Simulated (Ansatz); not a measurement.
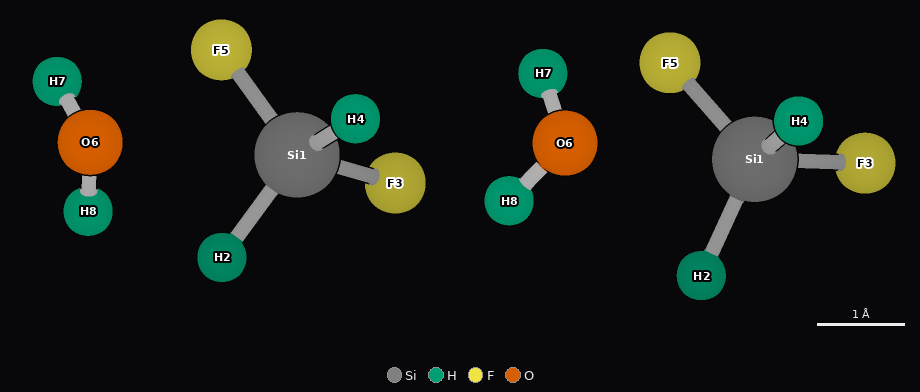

Two geometries of SiH$_{4}$OF$_{2}$, drawn at one scale. One is the start of a relaxation, the other its converged end. The picture is a ball-and-stick view, seen at a tilt.

The calculation used Ansatz, RKS B3LYP-D4/6-31G*. Settings: no spin polarisation; force threshold 0.03 eV/Å; at most 50 steps.

Question: Which one is relaxed?

Answer: The right one is the relaxed one. The run prepares an end point of a later path (reaction) calculation, from a guessed geometry. The atom that moves furthest after the best rigid fit is H8 (0.52 Å). Largest moves by element: H 0.52 Å, F 0.27 Å, O 0.18 Å, Si 0.06 Å. Among the contacts that change: Si1–O6 2.876 → 2.701 Å, O6–H8 0.987 → 0.970 Å, Si1–F5 1.607 → 1.616 Å, Si1–H2 1.468 → 1.477 Å. Among the angles between lasting bonds that change: H2–Si1–F5 108.1° → 110.6°. Over 9 accepted moves (11 points after the start) the energy falls by 3.47 kcal/mol. The largest force component goes from 0.83 to 0.019 eV/Å. The line search rejected the trial steps at points 3, 10 of the run.
